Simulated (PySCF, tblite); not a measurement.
# C4H5ClO: deprotonation, NMR shifts, part 2 of 3

tblite 0.8.0 and PySCF 2.14.0. Atoms count from 0. Earlier steps stand in the parts before.

## 10. Relaxing the molecule with GFN2-xTB

This step treats C4H4ClO−, `Cl[C@@H]1[C-]=COC1`.

What the job is given:

```
{"job": {"kind": "relax", "xc": "GFN2-xTB", "basis": "xTB"}, "charge": -1, "multiplicity": 1}
Cl    -1.841100    -1.120700     1.019800
C     -0.682300    -0.571800    -0.264900
C      0.737700    -0.927300     0.171400
C      1.373300     0.228100     0.381300
O      0.668700     1.337200     0.170600
C     -0.616400     0.948900    -0.345200
H     -1.014500    -1.056500    -1.167400
H      2.395500     0.377100     0.745200
H     -1.368100     1.439100     0.255400
H     -0.694800     1.281500    -1.370900
```

The log of the run:

```text
step      E/eV     max force
  0    -525.72412    4.755
  1    -526.07146    1.338
  2    -526.12954    0.676
  3    -526.15221    0.410
  4    -526.15910    0.312
  5    -526.16351    0.117
  6    -526.16483    0.114
  7    -526.16592    0.108
  8    -526.16678    0.099
  9    -526.16746    0.055
 10    -526.16793    0.059
 11    -526.16835    0.058
 12    -526.16874    0.070
 13    -526.16910    0.056
 14    -526.16941    0.049
 15    -526.16968    0.043
 16    -526.16994    0.046
 17    -526.17016    0.044
 18    -526.17031    0.027
 19    -526.17043    0.032
 20    -526.17055    0.036
 21    -526.17066    0.033
 22    -526.17074    0.023
 23    -526.17079    0.025
 24    -526.17084    0.028
 25    -526.17091    0.032
 26    -526.17103    0.044
 27    -526.17120    0.041
 28    -526.17137    0.034
 29    -526.17148    0.026
 30    -526.17155    0.028
 31    -526.17162    0.033
 32    -526.17171    0.029
 33    -526.17182    0.031
 34    -526.17194    0.038
 35    -526.17206    0.045
 36    -526.17216    0.036
 37    -526.17222    0.017
 38    -526.17224    0.008
```

It took 0.36 s on 1 thread of Intel Xeon at 2.70GHz, shared host.

Relaxation path: (not every step is listed)

```
step  energy from step 0 (eV)  largest force (eV/Å)
   0                   0.0000                4.7545
   1                  -0.3473                1.3383
   2                  -0.4054                0.6763
   3                  -0.4281                0.4101
   4                  -0.4350                0.3121
   5                  -0.4394                0.1175
   6                  -0.4407                0.1145
   7                  -0.4418                0.1077
   8                  -0.4427                0.0990
  10                  -0.4438                0.0595
  12                  -0.4446                0.0697
  14                  -0.4453                0.0487
  16                  -0.4458                0.0458
  18                  -0.4462                0.0272
  20                  -0.4464                0.0358
  22                  -0.4466                0.0234
  24                  -0.4467                0.0284
  26                  -0.4469                0.0444
  28                  -0.4473                0.0342
  30                  -0.4474                0.0284
  32                  -0.4476                0.0286
  33                  -0.4477                0.0310
  34                  -0.4478                0.0384
  35                  -0.4479                0.0449
  36                  -0.4480                0.0357
  37                  -0.4481                0.0175
  38                  -0.4481                0.0076
```

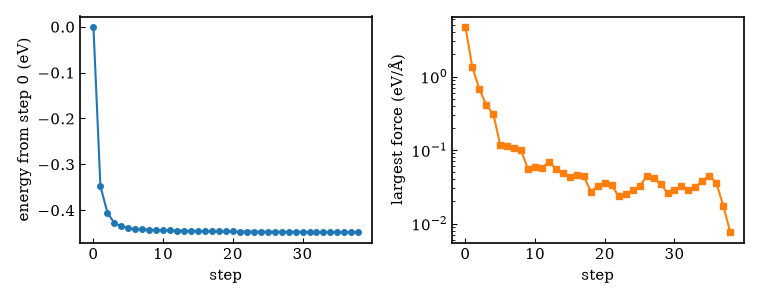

Energy and largest force along the relaxation.

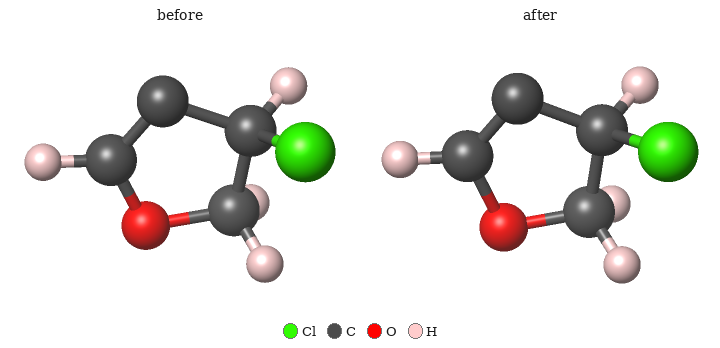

The geometry before (left) and after (right).

Distances of close pairs at the start and the end, largest changes first:

```
  bond  before (Å)  after (Å)  change (Å)
 C3–O4       1.331      1.474      +0.143
 O4–C5       1.438      1.392      -0.046
 C1–C5       1.524      1.556      +0.032
 C1–C2       1.527      1.502      -0.025
 C5–H9       1.081      1.104      +0.023
Cl0–C1       1.815      1.837      +0.022
 C5–H8       1.080      1.099      +0.019
 C1–H6       1.077      1.096      +0.019
```

The end geometry stands in the next job.

## 11. Harmonic vibrations with GFN2-xTB

What the job is given:

```
{"job": {"kind": "ir", "xc": "GFN2-xTB", "basis": "xTB"}, "charge": -1, "multiplicity": 1}
Cl    -1.930219    -1.098690     0.937944
C     -0.606005    -0.572817    -0.221474
C      0.757896    -0.995554     0.244645
C      1.381610     0.161249     0.396240
O      0.650215     1.406632     0.103122
C     -0.605183     0.980202    -0.320419
H     -0.933438    -1.044698    -1.154873
H      2.404154     0.371467     0.677489
H     -1.388961     1.437422     0.299798
H     -0.772100     1.290347    -1.367222
```

The log of the run:

```text
mode    cm-1     km/mol
  1      78.8      1.55
  2     242.9      0.36
  3     294.1      4.38
  4     399.0     18.39
  5     616.6     56.07
  6     720.7     13.82
  7     749.5     91.81
  8     780.5    100.26
  9     798.0     47.46
 10     898.8     40.96
 11     945.4     38.27
 12     982.7      2.83
 13    1052.0     43.68
 14    1156.4     71.74
 15    1173.0      6.06
 16    1190.6     10.35
 17    1228.6     51.40
 18    1288.3      9.66
 19    1490.0      8.22
 20    1563.4     89.41
 21    2792.7    148.22
 22    2877.6     88.66
 23    2883.4     98.02
 24    3036.7    238.41
ZPE 174.892  H(298)-E 192.119  G(298)-E 96.904 kJ/mol  S 319.35 J/(mol K)
```

It took 0.38 s on 1 thread of Intel Xeon at 2.70GHz, shared host.

Which atoms move in the most intense modes:

```
cm⁻¹  km/mol                               atoms
 750    91.8  O4 41 %, C3 17 %, C1 14 %, H7 11 %
 780   100.3           H7 47 %, C3 36 %, O4 13 %
1156    71.7                    H6 71 %, H7 14 %
1563    89.4                    C2 48 %, C3 47 %
2793   148.2                             H9 83 %
2878    88.7                    H8 73 %, H6 16 %
2883    98.0                    H6 76 %, H8 13 %
3037   238.4                             H7 92 %
```

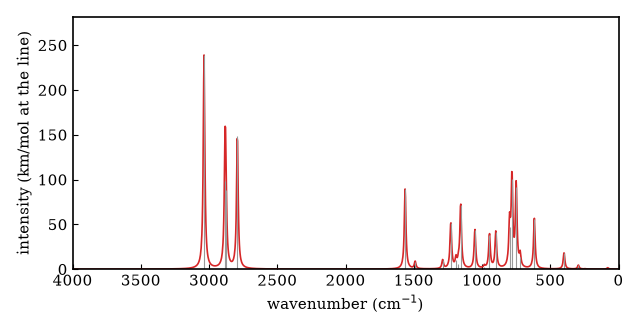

The infrared spectrum from these modes, unscaled. Lines are broadened to a width of 14 cm⁻¹ (Lorentzian).

## 12. Single point (C₄H₄ClO−, Cl[C@@H]1[C-]=COC1): M06-2X/ma-def2-TZVP

Geometry: GFN2-xTB.

Settings changed since step 11:

```diff
@@ -1,2 +1,2 @@
-{"job": {"kind": "ir", "xc": "GFN2-xTB", "basis": "xTB"}, "charge": -1, "multiplicity": 1}
+{"job": {"kind": "sp", "xc": "M06-2X", "basis": "ma-def2-TZVP", "grid": 3}, "charge": -1, "multiplicity": 1}
 Cl    -1.930219    -1.098690     0.937944
```

The log of the run:

```text
coarse grid: 42104 points
cycle   1  E = -690.0810935390  dE =  9.841e-01  |g| = 6.521e-01  |ddm| = 2.797e+00
cycle   2  E = -690.0733503179  dE =  7.743e-03  |g| = 7.447e-01  |ddm| = 1.853e+01
cycle   3  E = -690.1867906988  dE = -1.134e-01  |g| = 6.072e-02  |ddm| = 1.638e+01
cycle   4  E = -690.1874162660  dE = -6.256e-04  |g| = 3.717e-02  |ddm| = 7.452e-01
cycle   5  E = -690.1876995874  dE = -2.833e-04  |g| = 1.205e-02  |ddm| = 1.050e-01
cycle   6  E = -690.1877318612  dE = -3.227e-05  |g| = 4.626e-03  |ddm| = 6.399e-02
cycle   7  E = -690.1877380167  dE = -6.155e-06  |g| = 1.618e-03  |ddm| = 3.894e-02
final grid: 128672 points
cycle   8  E = -690.1891768214  dE = -1.040e-05  |g| = 3.197e-03  |ddm| = 5.992e-02
cycle   9  E = -690.1891757762  dE =  1.045e-06  |g| = 3.793e-03  |ddm| = 3.153e-02
cycle  10  E = -690.1891789245  dE = -3.148e-06  |g| = 7.029e-04  |ddm| = 1.269e-02
cycle  11  E = -690.1891790279  dE = -1.034e-07  |g| = 1.694e-04  |ddm| = 3.345e-03
cycle  12  E = -690.1891790352  dE = -7.227e-09  |g| = 7.954e-05  |ddm| = 6.271e-04
converged SCF energy = -690.1891790352
```

It took 47 s on 1 thread of Intel Xeon at 2.70GHz, shared host; peak memory 0.75 GiB.

## 13. Single point (C₄H₄ClO−, Cl[C@@H]1[C-]=COC1): M06-2X/ma-def2-TZVP in tetrahydrofuran

Geometry: GFN2-xTB.

Settings changed since step 12:

```diff
@@ -1,2 +1,2 @@
-{"job": {"kind": "sp", "xc": "M06-2X", "basis": "ma-def2-TZVP", "grid": 3}, "charge": -1, "multiplicity": 1}
+{"job": {"kind": "sp", "xc": "M06-2X", "basis": "ma-def2-TZVP", "grid": 3, "solvent": "tetrahydrofuran"}, "charge": -1, "multiplicity": 1}
 Cl    -1.930219    -1.098690     0.937944
```

The log of the run:

```text
final grid: 128672 points
cycle   1  E = -690.2706857193  dE = -2.542e-03  |g| = 4.081e-02  |ddm| = 2.330e+00
cycle   2  E = -690.2706737909  dE =  1.193e-05  |g| = 4.819e-02  |ddm| = 1.970e-01
cycle   3  E = -690.2712619158  dE = -5.881e-04  |g| = 6.927e-03  |ddm| = 9.392e-02
cycle   4  E = -690.2712752651  dE = -1.335e-05  |g| = 3.168e-03  |ddm| = 3.653e-02
cycle   5  E = -690.2712796071  dE = -4.342e-06  |g| = 1.138e-03  |ddm| = 2.967e-02
cycle   6  E = -690.2712800063  dE = -3.992e-07  |g| = 3.224e-04  |ddm| = 7.050e-03
cycle   7  E = -690.2712800430  dE = -3.666e-08  |g| = 1.202e-04  |ddm| = 1.677e-03
cycle   8  E = -690.2712800488  dE = -5.805e-09  |g| = 3.758e-05  |ddm| = 9.359e-04
converged SCF energy = -690.2712800488
```

It took 50 s on 1 thread of Intel Xeon at 2.70GHz, shared host; peak memory 0.71 GiB.

## 14. Deprotonation: M06-2X/ma-def2-TZVP

This step combines the energies above: geometries from GFN2-xTB, zero-point and thermal terms from GFN2-xTB.

What the job is given:

```
{"job": {"kind": "ac", "level": {"xc": "M06-2X", "basis": "ma-def2-TZVP", "grid": 3, "solvents": ["tetrahydrofuran"]}}, "charge": 0, "multiplicity": 1}
Cl    -1.857377    -1.114535     1.025123
C     -0.671579    -0.580455    -0.241851
C      0.720250    -0.919702     0.168253
C      1.375828     0.213472     0.401855
O      0.671957     1.340996     0.159254
C     -0.605434     0.950645    -0.336408
H     -1.014920    -1.062344    -1.156397
H      1.070645    -1.920909     0.307767
H      2.384051     0.368056     0.740133
H     -1.377155     1.445915     0.256587
H     -0.685417     1.284201    -1.376243
```

Output (the driver's rows laid out field by field):

```text
deprotonation site by site, M06-2X/ma-def2-TZVP // GFN2-xTB

row 1
  formula                 C4H4ClO
  charge                  -1
  multiplicity            1
  smiles                  Cl[C-]1C=COC1
  kept                    yes
  pieces                  1
  point_group             C1
  atom                    1
  element                 C
  electronic              1643.56
  enthalpy                1611.97
  free_energy             1578.28
  solution                tetrahydrofuran 1391.91
  share_gas               0.9262
  share_solution          tetrahydrofuran 0.08194

row 2
  formula                 C4H4ClO
  charge                  -1
  multiplicity            1
  smiles                  Cl[C@@H]1[C-]=COC1
  kept                    yes
  pieces                  1
  point_group             C1
  atom                    2
  element                 C
  electronic              1649.1
  enthalpy                1617.83
  free_energy             1584.55
  solution                tetrahydrofuran 1385.92
  share_gas               0.07383
  share_solution          tetrahydrofuran 0.9181
```

It took 5.1 min on 1 thread of Intel Xeon at 2.70GHz, shared host; peak memory 0.71 GiB.

Energy needed to remove a proton (kJ/mol, gas phase, 298 K for the thermal columns):

```
site             product  electronic  enthalpy  free energy
  C1       Cl[C-]1C=COC1      1643.6    1612.0       1578.3
  C2  Cl[C@@H]1[C-]=COC1      1649.1    1617.8       1584.5
```

Free energies in a continuum (kJ/mol, same sign; the bare proton is left unsolvated, so these are no solution acidities or basicities): tetrahydrofuran: C1 1391.9, C2 1385.9.

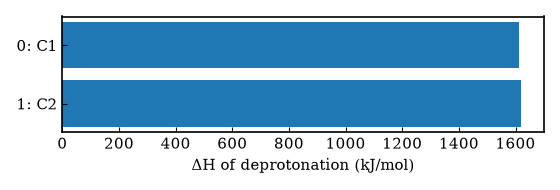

Energy needed to remove a proton, as enthalpies.

## 15. NMR shifts: GIAO PBE0/pcSseg-1

Settings changed since step 14:

```diff
@@ -1,2 +1,2 @@
-{"job": {"kind": "ac", "level": {"xc": "M06-2X", "basis": "ma-def2-TZVP", "grid": 3, "solvents": ["tetrahydrofuran"]}}, "charge": 0, "multiplicity": 1}
+{"job": {"kind": "nmr", "xc": "PBE0", "basis": "pcSseg-1", "pop": false}, "charge": 0, "multiplicity": 1}
 Cl    -1.857377    -1.114535     1.025123
```

Method: GIAO PBE0/pcSseg-1 NMR shielding, non-relativistic, gas phase.

The log of the run:

```text
coarse grid: 10160 points
cycle   1  E = -690.2654752047  dE =  9.525e-01  |g| = 5.077e-01  |ddm| = 3.010e+00
cycle   2  E = -690.2283024620  dE =  3.717e-02  |g| = 6.977e-01  |ddm| = 8.784e-01
cycle   3  E = -690.3157726471  dE = -8.747e-02  |g| = 1.056e-01  |ddm| = 5.109e-01
cycle   4  E = -690.3176207374  dE = -1.848e-03  |g| = 4.971e-02  |ddm| = 1.171e-01
cycle   5  E = -690.3181814014  dE = -5.607e-04  |g| = 1.242e-02  |ddm| = 4.785e-02
cycle   6  E = -690.3182172904  dE = -3.589e-05  |g| = 3.038e-03  |ddm| = 1.223e-02
cycle   7  E = -690.3182191663  dE = -1.876e-06  |g| = 8.710e-04  |ddm| = 3.259e-03
final grid: 94648 points
cycle   8  E = -690.3642957980  dE = -2.301e-05  |g| = 1.088e-02  |ddm| = 2.291e-02
cycle   9  E = -690.3642637647  dE =  3.203e-05  |g| = 1.707e-02  |ddm| = 1.618e-02
cycle  10  E = -690.3643165155  dE = -5.275e-05  |g| = 1.986e-03  |ddm| = 1.103e-02
cycle  11  E = -690.3643173780  dE = -8.625e-07  |g| = 4.633e-04  |ddm| = 1.995e-03
cycle  12  E = -690.3643174254  dE = -4.740e-08  |g| = 1.156e-04  |ddm| = 4.414e-04
cycle  13  E = -690.3643174285  dE = -3.128e-09  |g| = 2.535e-05  |ddm| = 1.120e-04
cycle  14  E = -690.3643174287  dE = -1.279e-10  |g| = 8.171e-06  |ddm| = 2.844e-05
converged SCF energy = -690.3643174287

GIAO shielding tensors (ppm)
atom      isotropic    diamagn.    paramagn.     s11        s22        s33       span
  0 Cl     686.352    1146.524    -460.172    445.780    558.041   1055.234    609.454
  1 C      117.135     246.192    -129.057     87.419    123.275    140.710     53.291
  2 C       79.410     254.713    -175.303    -15.033    110.336    142.928    157.961
  3 C       28.094     250.286    -222.192    -66.602     55.783     95.103    161.706
  4 O      192.123     394.537    -202.413    108.545    190.451    277.374    168.829
  5 C      104.976     244.205    -139.230     72.420     98.333    144.174     71.754
  6 H       26.307      29.301      -2.993     21.233     25.878     31.812     10.579
  7 H       26.423      31.181      -4.758     24.472     27.292     27.505      3.033
  8 H       25.161      29.041      -3.880     23.158     24.959     27.367      4.209
  9 H       27.005      28.303      -1.298     22.850     28.019     30.145      7.294
 10 H       26.967      28.523      -1.557     22.114     27.048     31.738      9.624
```

Wall time 17 s (1 thread of Intel Xeon at 2.70GHz, shared host); peak memory 0.76 GiB.

Shifts follow as δ = σ(reference) − σ, with reference shieldings (ppm) from runs at the same level and on the same kind of geometry: 1H TMS 31.72, 13C TMS 186.9, 17O H2O 336.1, 35Cl HCl 950. The references are single molecules in the gas phase, so shifts against H2O, NH3, PH3, H3PO4 or CFCl3 are not on the usual liquid scales and can be off by tens of ppm.

```
atoms                                                  environment  σ (ppm)  δ (ppm)  δ scaled to CDCl3
   C3                                 alkene carbon bearing oxygen     28.1    158.8              153.1
   C2                β carbon of an enol-ether or enamine type C=C     79.4    107.5              103.0
   C5                                          sp3 CH2 bonded to O    105.0     81.9               78.1
   C1                                  allylic sp3 CH bonded to Cl    117.1     69.8               66.2
   H8                  hydrogen on an alkene carbon bearing oxygen    25.16     6.56               6.29
   H6                   hydrogen on an allylic sp3 CH bonded to Cl    26.31     5.41               5.21
   H7  hydrogen on a β carbon of an enol-ether or enamine type C=C    26.42     5.29               5.10
  H10                           hydrogen on an sp3 CH2 bonded to O    26.97     4.75               4.58
   H9                           hydrogen on an sp3 CH2 bonded to O    27.00     4.71               4.55
  Cl0                                         chlorine bonded to C      686      263                  –
   O4                                                 ether oxygen    192.1    144.0                  –
```

The scaled column applies a straight-line fit of computed shieldings to shifts measured in CDCl3, with any fitted terms for Cl, Br or S neighbours (root-mean-square error 0.16 ppm for H, 1.9 ppm for C).

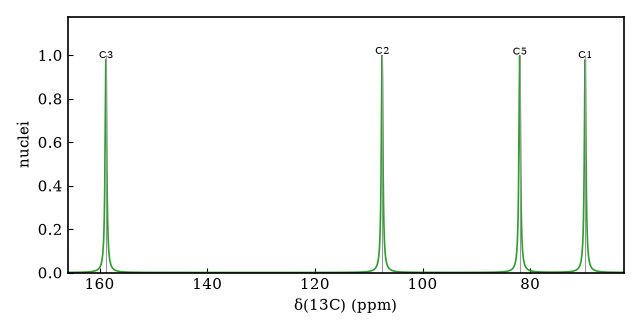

13C lines at the computed shifts, without couplings. Lines are broadened to a width of 0.36 ppm (Lorentzian).

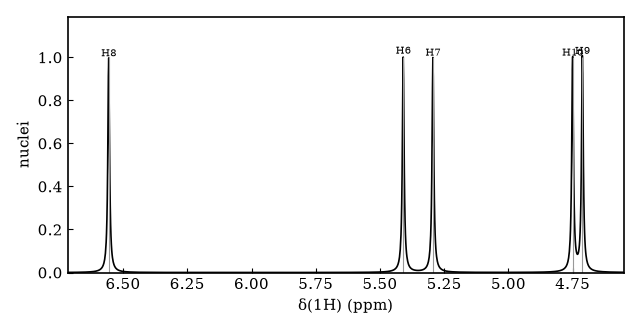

1H lines at the computed shifts, without couplings. Lines are broadened to a width of 0.01 ppm (Lorentzian).

Ring of atoms C1, C2, C3, O4, C5: NICS(0) -4.7, NICS(1) -3.0, NICS(1)zz -5.1 ppm (means of both faces).

## 16. NMR shifts (C₄H₄ClO−, Cl[C-]1C=COC1): GIAO PBE0/pcSseg-1

What the job is given:

```
{"job": {"kind": "nmr", "xc": "PBE0", "basis": "pcSseg-1", "pop": false}, "charge": -1, "multiplicity": 1}
Cl    -2.012255    -1.226726     0.694770
C     -0.589374    -0.591385    -0.288770
C      0.687591    -0.885759     0.318220
C      1.439741     0.221881     0.373011
O      0.738416     1.378880    -0.001745
C     -0.594639     0.940128    -0.295781
H      1.034312    -1.877161     0.564118
H      2.490473     0.377151     0.556767
H     -1.293736     1.401165     0.430995
H     -0.856994     1.338817    -1.292171
```

Method: GIAO PBE0/pcSseg-1 NMR shielding, non-relativistic, gas phase.

The log of the run:

```text
coarse grid: 9536 points
cycle   1  E = -689.5988934028  dE =  8.524e-01  |g| = 5.811e-01  |ddm| = 3.018e+00
cycle   2  E = -689.5641589203  dE =  3.473e-02  |g| = 7.571e-01  |ddm| = 1.826e+00
cycle   3  E = -689.6801804267  dE = -1.160e-01  |g| = 1.139e-01  |ddm| = 8.990e-01
cycle   4  E = -689.6827124706  dE = -2.532e-03  |g| = 4.613e-02  |ddm| = 1.443e-01
cycle   5  E = -689.6831224704  dE = -4.100e-04  |g| = 2.205e-02  |ddm| = 7.178e-02
cycle   6  E = -689.6832356847  dE = -1.132e-04  |g| = 6.335e-03  |ddm| = 3.373e-02
cycle   7  E = -689.6832442716  dE = -8.587e-06  |g| = 1.981e-03  |ddm| = 8.833e-03
final grid: 89280 points
cycle   8  E = -689.7297382696  dE = -1.149e-05  |g| = 1.242e-02  |ddm| = 2.250e-02
cycle   9  E = -689.7296872122  dE =  5.106e-05  |g| = 2.046e-02  |ddm| = 2.464e-02
cycle  10  E = -689.7297669663  dE = -7.975e-05  |g| = 2.092e-03  |ddm| = 1.596e-02
cycle  11  E = -689.7297679917  dE = -1.025e-06  |g| = 5.708e-04  |ddm| = 2.934e-03
cycle  12  E = -689.7297680698  dE = -7.812e-08  |g| = 1.476e-04  |ddm| = 8.420e-04
cycle  13  E = -689.7297680750  dE = -5.219e-09  |g| = 3.716e-05  |ddm| = 2.029e-04
cycle  14  E = -689.7297680753  dE = -3.079e-10  |g| = 1.213e-05  |ddm| = 5.961e-05
converged SCF energy = -689.7297680753

GIAO shielding tensors (ppm)
atom      isotropic    diamagn.    paramagn.     s11        s22        s33       span
  0 Cl     824.354    1147.691    -323.337    567.995    799.869   1105.200    537.206
  1 C       95.159     248.393    -153.234     44.786     85.992    154.698    109.912
  2 C       56.928     253.632    -196.705    -39.636     80.368    130.052    169.688
  3 C       64.363     250.640    -186.277     -4.989     91.802    106.277    111.266
  4 O      229.270     397.344    -168.074    103.599    224.462    359.748    256.149
  5 C       94.220     242.412    -148.193     66.262     85.915    130.481     64.219
  6 H       26.397      31.819      -5.422     24.467     27.176     27.549      3.082
  7 H       26.496      31.228      -4.731     25.082     26.373     28.034      2.953
  8 H       26.812      28.854      -2.041     22.256     28.454     29.728      7.472
  9 H       26.097      29.261      -3.164     21.717     26.518     30.057      8.339
```

Run time: 18 s. Hardware: 1 thread of Intel Xeon at 2.70GHz, shared host; peak memory 0.68 GiB.

The references, computed at this level on geometries of the same kind, shield at (ppm): 1H TMS 31.72, 13C TMS 186.9, 17O H2O 336.1, 35Cl HCl 950. Their shielding less the atom's gives the shift. The references are single molecules in the gas phase, so shifts against H2O, NH3, PH3, H3PO4 or CFCl3 are not on the usual liquid scales and can be off by tens of ppm. Atoms listed in one row are averaged.

```
 atoms                                                  environment  σ (ppm)  δ (ppm)
    C2                β carbon of an enol-ether or enamine type C=C     56.9    130.0
    C3                                 alkene carbon bearing oxygen     64.4    122.6
    C5                                          sp3 CH2 bonded to O     94.2     92.7
    C1                                             carbanion centre     95.2     91.8
    H6  hydrogen on a β carbon of an enol-ether or enamine type C=C    26.40     5.32
H8, H9                           hydrogen on an sp3 CH2 bonded to O    26.45     5.26
    H7                  hydrogen on an alkene carbon bearing oxygen    26.50     5.22
   Cl0                                         chlorine bonded to C      824      125
    O4                                                 ether oxygen    229.3    106.8
```

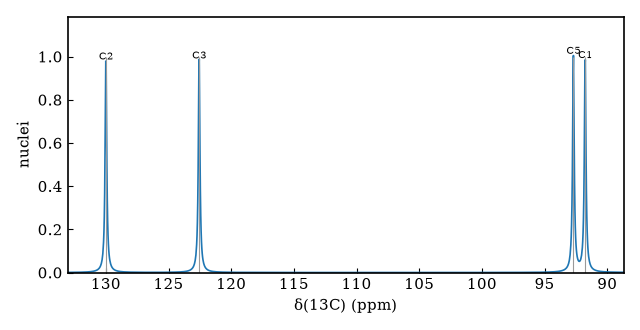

13C lines at the computed shifts, without couplings. Lines are broadened to a width of 0.15 ppm (Lorentzian).

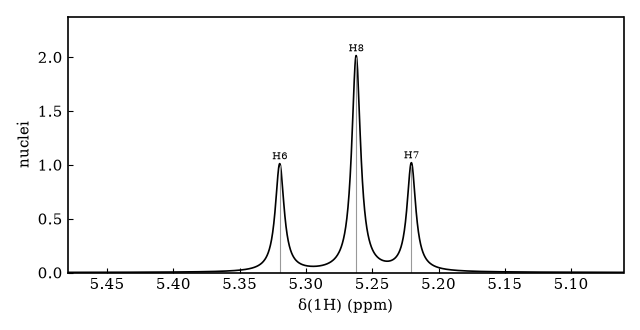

1H lines at the computed shifts, without couplings. Lines are broadened to a width of 0.01 ppm (Lorentzian).

Ring of atoms C1, C2, C3, O4, C5: NICS(0) -3.8, NICS(1) -1.2, NICS(1)zz -0.5 ppm (means of both faces).

(Part 2 of 3 ends here.)
